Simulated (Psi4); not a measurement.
**[NO2]+ (SMILES O=[N+]=O) at 3 levels**

Aim: a comparison of 3 runs (BLYP/def2-TZVPPD, PBE/def2-TZVPPD, SVWN5/def2-TZVPPD) of [NO2]+. 

The calculation is run with Psi4 1.11.

## 1. Starting point

[NO2]+: 3 atoms, total charge +1, spin state singlet. SMILES: `O=[N+]=O`. The O1–N2 distance was set to 1.665 Å, away from the relaxed value.

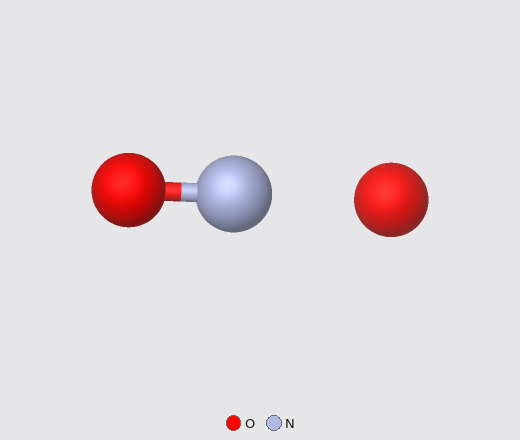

The structure, seen from a chosen angle (oxygen red, nitrogen light blue).

## 2. Energy and forces at BLYP/def2-TZVPPD (run 1)

Contents of calc.in:

```
memory 1.6 GB

molecule {
  1 1
  O     -1.62418937     2.62778701    -0.59408643
  N     -0.00001890    -0.00001890     0.00000000
  O      1.08279417    -1.75179501     0.39604880
  units bohr
  symmetry c1
  no_reorient
  no_com
}

set reference rks
set puream true
set e_convergence 1e-09
set d_convergence 1e-08
set scf_type pk
set dft_radial_points 99
set dft_spherical_points 590

energy_value, wavefunction = gradient('blyp/def2-TZVPPD', return_wfn=True)
oeprop(wavefunction, 'MULLIKEN_CHARGES', 'MAYER_INDICES', 'DIPOLE')
```

Command:

```
psi4 calc.in calc.out -n 1
```

calc.out:

```text
[...]
  Running in c1 symmetry.
[...]
  Nuclear repulsion =   56.710993414458358
[...]
  Multiplicity = 1
[...]
  Nalpha       = 11
  Nbeta        = 11
[...]
    Number of basis functions: 117
[...]
   @RKS iter   1:  -204.56906826960284    7.27999e-02   3.86143e-03 ADIIS/DIIS
[...]
   @RKS iter  13:  -204.66928598542873   -1.29603e-11   1.89211e-09 DIIS
[...]
    Orbital Energies [Eh]
    ---------------------
    Doubly Occupied:
       1A    -19.347848     2A    -19.252858     3A    -14.628177
       4A     -1.590174     5A     -1.215833     6A     -0.983226
       7A     -0.872615     8A     -0.872615     9A     -0.859214
      10A     -0.625406    11A     -0.625406
[...]
  @RKS Final Energy:  -204.66928598542873
   => Energetics <=
    Nuclear Repulsion Energy =             56.7109934144583576
    One-Electron Energy =                -384.1979518463339218
    Two-Electron Energy =                 146.1759871905515524
    DFT Exchange-Correlation Energy =     -23.3583147441047103
    Empirical Dispersion Energy =           0.0000000000000000
    VV10 Nonlocal Energy =                  0.0000000000000000
    Total Energy =                       -204.6692859854287292
[...]
  -Total Gradient:
     Atom            X                  Y                   Z
    ------   -----------------  -----------------  -----------------
       1       -0.067599549105     0.109372589558    -0.024726560291
       2        0.061496047841    -0.099499481864     0.022494309990
       3        0.006103704964    -0.009873438645     0.002232325005
[...]
 Multipole Moments:
 ------------------------------------------------------------------------------------
     Multipole            Electronic (a.u.)      Nuclear  (a.u.)        Total (a.u.)
 ------------------------------------------------------------------------------------
 L = 1.  Multiply by 2.5417464519 to convert [e a0] to [Debye]
 Dipole X            :          4.3953239           -4.3312939            0.0640300
 Dipole Y            :         -7.1113938            7.0078037           -0.1035901
 Dipole Z            :          1.6077209           -1.5843010            0.0234198
 Magnitude           :                                                    0.1240131
[...]
  Mulliken Charges: (a.u.)
   Center  Symbol    Alpha    Beta     Spin     Total
       1     O     3.93746  3.93746  0.00000  0.12508
       2     N     3.10018  3.10018  0.00000  0.79964
       3     O     3.96236  3.96236  0.00000  0.07528
   Total alpha = 11.00000, Total beta = 11.00000, Total charge =  1.00000
  Mayer Bond Indices:
[...]
```

Wall time 15 s (1 thread of Intel Xeon 6975P-C (Granite Rapids), shared host); peak memory 0.67 GiB.

## 3. Energy and gradient at PBE/def2-TZVPPD (run 2)

Contents of no2.xyz:

```xyz
3
NO2
O     -0.859484     1.390565    -0.314377
N     -0.000010    -0.000010     0.000000
O      0.572990    -0.927010     0.209580
```

Contents of run.py:

```python
import psi4

psi4.set_memory('1600 MB')
psi4.set_num_threads(1)
psi4.set_output_file('output.dat', False)

with open('no2.xyz') as f:
    atoms = ''.join(f.readlines()[2:])
geom = psi4.geometry('1 1\n' + atoms + 'symmetry c1')

psi4.set_options({
    'basis': 'def2-TZVPPD',
    'puream': True,
    'e_convergence': 1e-09,
    'd_convergence': 1e-08,
    'scf_type': 'pk',
    'dft_radial_points': 99,
    'dft_spherical_points': 590,
})

e, wfn = psi4.gradient('PBE', return_wfn=True)
psi4.oeprop(wfn, 'DIPOLE', 'MULLIKEN_CHARGES', 'LOWDIN_CHARGES')
print('gradient / Eh bohr^-1')
print(e.np.round(6))
print(f'energy = {wfn.energy():.10f} Eh')
```

Command:

```
python run.py
```

output.dat:

```text
[...]
  Running in c1 symmetry.
[...]
  Nuclear repulsion =   56.710993319376783
[...]
  Multiplicity = 1
[...]
  Nalpha       = 11
  Nbeta        = 11
[...]
    Number of basis functions: 117
[...]
   @RKS iter   1:  -204.37871750222726    7.10248e-02   3.66094e-03 DIIS/ADIIS
[...]
   @RKS iter  13:  -204.47312622555992   -8.01492e-12   1.29242e-09 DIIS
[...]
    Orbital Energies [Eh]
    ---------------------
    Doubly Occupied:
       1A    -19.322621     2A    -19.229463     3A    -14.604544
       4A     -1.598096     5A     -1.223543     6A     -0.989103
       7A     -0.877679     8A     -0.877679     9A     -0.863142
      10A     -0.627358    11A     -0.627358
[...]
  @RKS Final Energy:  -204.47312622555992
   => Energetics <=
    Nuclear Repulsion Energy =             56.7109933193767830
    One-Electron Energy =                -384.1317802150385887
    Two-Electron Energy =                 146.0929036461709245
    DFT Exchange-Correlation Energy =     -23.1452429760690350
    Empirical Dispersion Energy =           0.0000000000000000
    VV10 Nonlocal Energy =                  0.0000000000000000
    Total Energy =                       -204.4731262255599233
[...]
  -Total Gradient:
     Atom            X                  Y                   Z
    ------   -----------------  -----------------  -----------------
       1        0.000000413783    -0.000000017430     0.144851589295
       2       -0.000001614081     0.000000067991    -0.129204733069
       3        0.000001198816    -0.000000050498    -0.015646008502
[...]
 Multipole Moments:
 ------------------------------------------------------------------------------------
     Multipole            Electronic (a.u.)      Nuclear  (a.u.)        Total (a.u.)
 ------------------------------------------------------------------------------------
 L = 1.  Multiply by 2.5417464519 to convert [e a0] to [Debye]
 Dipole X            :          0.0000024            0.0000001            0.0000025
 Dipole Y            :         -0.0000001           -0.0000000           -0.0000001
 Dipole Z            :         -0.4914870            0.0013724           -0.4901147
 Magnitude           :                                                    0.4901147
[...]
  Mulliken Charges: (a.u.)
   Center  Symbol    Alpha    Beta     Spin     Total
       1     O     3.93142  3.93142  0.00000  0.13716
       2     N     3.14558  3.14558  0.00000  0.70884
       3     O     3.92300  3.92300  0.00000  0.15400
   Total alpha = 11.00000, Total beta = 11.00000, Total charge =  1.00000
  Lowdin Charges: (a.u.)
   Center  Symbol    Alpha    Beta     Spin     Total
       1     O     3.85801  3.85801  0.00000  0.28398
       2     N     3.39075  3.39075  0.00000  0.21849
       3     O     3.75124  3.75124  0.00000  0.49753
[...]
```

On the terminal:

```text
gradient / Eh bohr^-1
[[ 0.00000e+00 -0.00000e+00  1.44852e-01]
 [-2.00000e-06  0.00000e+00 -1.29205e-01]
 [ 1.00000e-06 -0.00000e+00 -1.56460e-02]]
energy = -204.4731262256 Eh
```

Wall time 15 s (1 thread of Intel Xeon 6975P-C (Granite Rapids), shared host); peak memory 0.67 GiB.

## 4. Energy and forces at SVWN5/def2-TZVPPD (run 3)

Contents of no2.dat:

```
memory 1600 MB

molecule mol {
  1 1
  O     -0.859484     1.390565    -0.314377
  N     -0.000010    -0.000010     0.000000
  O      0.572990    -0.927010     0.209580
  units angstrom
  symmetry c1
}

set globals {
  basis def2-TZVPPD
  puream true
  e_convergence 1e-09
  d_convergence 1e-08
  scf_type pk
  dft_radial_points 99
  dft_spherical_points 590
}

e, wfn = gradient('scf', dft_functional={"name": "SVWN5", "x_functionals": {"LDA_X": {}}, "c_functionals": {"LDA_C_VWN": {}}}, return_wfn=True)
oeprop(wfn, 'DIPOLE', 'QUADRUPOLE', 'MAYER_INDICES')
```

Command:

```
psi4 no2.dat no2.out -n 1
```

no2.out:

```text
[...]
  Running in c1 symmetry.
[...]
  Nuclear repulsion =   56.710993319376783
[...]
  Multiplicity = 1
[...]
  Nalpha       = 11
  Nbeta        = 11
[...]
    Number of basis functions: 117
[...]
   @RKS iter   1:  -203.07941120981496    9.51980e-02   3.59163e-03 DIIS/ADIIS
[...]
   @RKS iter  13:  -203.17229399961957   -1.36424e-12   1.97880e-09 DIIS
[...]
    Orbital Energies [Eh]
    ---------------------
    Doubly Occupied:
       1A    -19.183406     2A    -19.095191     3A    -14.489487
       4A     -1.597095     5A     -1.223027     6A     -0.985835
       7A     -0.886576     8A     -0.886576     9A     -0.869375
      10A     -0.635589    11A     -0.635589
[...]
  @RKS Final Energy:  -203.17229399961957
   => Energetics <=
    Nuclear Repulsion Energy =             56.7109933193767830
    One-Electron Energy =                -383.9484334365753284
    Two-Electron Energy =                 145.8290513098197891
    DFT Exchange-Correlation Energy =     -21.7639051922407951
    Empirical Dispersion Energy =           0.0000000000000000
    VV10 Nonlocal Energy =                  0.0000000000000000
    Total Energy =                       -203.1722939996195691
[...]
  -Total Gradient:
     Atom            X                  Y                   Z
    ------   -----------------  -----------------  -----------------
       1        0.000000447108    -0.000000018834     0.162890561503
       2       -0.000002406519     0.000000101371    -0.128053141853
       3        0.000001959676    -0.000000082548    -0.034838234361
[...]
 Multipole Moments:
 ------------------------------------------------------------------------------------
     Multipole            Electronic (a.u.)      Nuclear  (a.u.)        Total (a.u.)
 ------------------------------------------------------------------------------------
 L = 1.  Multiply by 2.5417464519 to convert [e a0] to [Debye]
 Dipole X            :          0.0000019            0.0000001            0.0000020
 Dipole Y            :         -0.0000001           -0.0000000           -0.0000001
 Dipole Z            :         -0.4808503            0.0013724           -0.4794779
 Magnitude           :                                                    0.4794779
 L = 2.  Multiply by 1.3450342976 to convert [e a0^2] to [Debye ang]
 Quadrupole XX       :        -10.0687735            0.0000000          -10.0687735
 Quadrupole XY       :          0.0000000           -0.0000000           -0.0000000
[...]
```

It took 14 s on 1 thread of Intel Xeon 6975P-C (Granite Rapids), shared host; peak memory 0.63 GiB.

## 5. All runs side by side

| run | level | energy (Eh) | HOMO energy (eV) | LUMO energy (eV) | HOMO–LUMO gap (eV) | wall time |
| --- | --- | --- | --- | --- | --- | --- |
| 1 | BLYP/def2-TZVPPD | -204.669286 | -17.02 | -15.00 | 2.02 | 15 s |
| 2 | PBE/def2-TZVPPD | -204.473126 | -17.07 | -15.11 | 1.96 | 15 s |
| 3 | SVWN5/def2-TZVPPD | -203.172294 | -17.30 | -15.48 | 1.82 | 14 s |

## 6. Summary of results

| quantity | value |
| --- | --- |
| run 3: total energy | -203.17229 Eh |
| run 3: HOMO energy | -17.30 eV |
| run 3: LUMO energy | -15.48 eV |
| run 3: HOMO–LUMO gap | 1.82 eV |
| run 3: largest force on an atom | 8.376 eV/Å |

**Reading.** The HOMO–LUMO gap runs from 1.82 eV (SVWN5/def2-TZVPPD) to 2.02 eV (BLYP/def2-TZVPPD). Totals of different functionals can't be ranked against each other. All runs together took 44 s, the longest 15 s.
